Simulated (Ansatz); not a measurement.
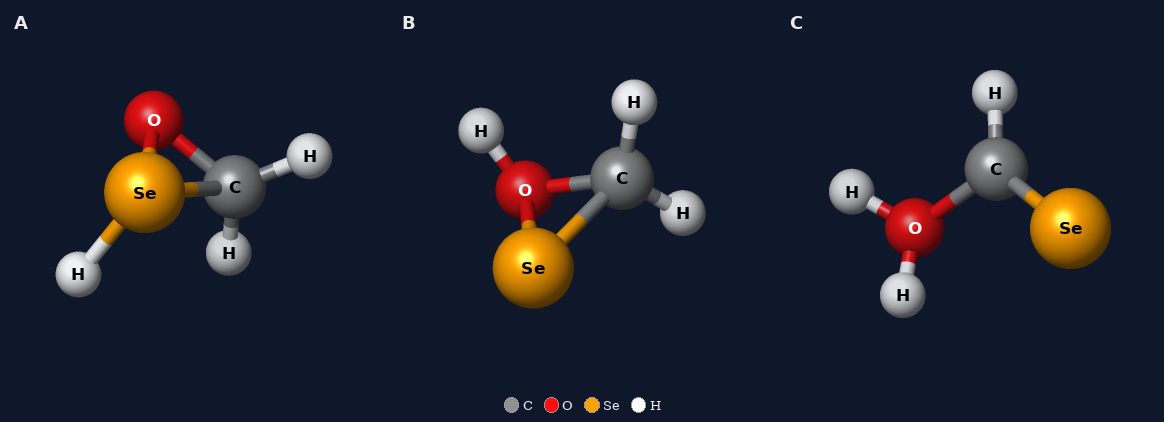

3 stationary structures of one formula. State: charge +1, singlet. Geometries: PBE0-D4/def2-TZVP. Electronic energies: B3LYP-D4/def2-TZVPP (Ansatz 0.2.0), without zero-point energy. No frequency run is at hand to confirm each as a minimum.

Question: Which structure is the most stable?

Answer: C is lowest (C1); A lies 0.395 eV above it (C1), B lies 0.482 eV above it (C1).
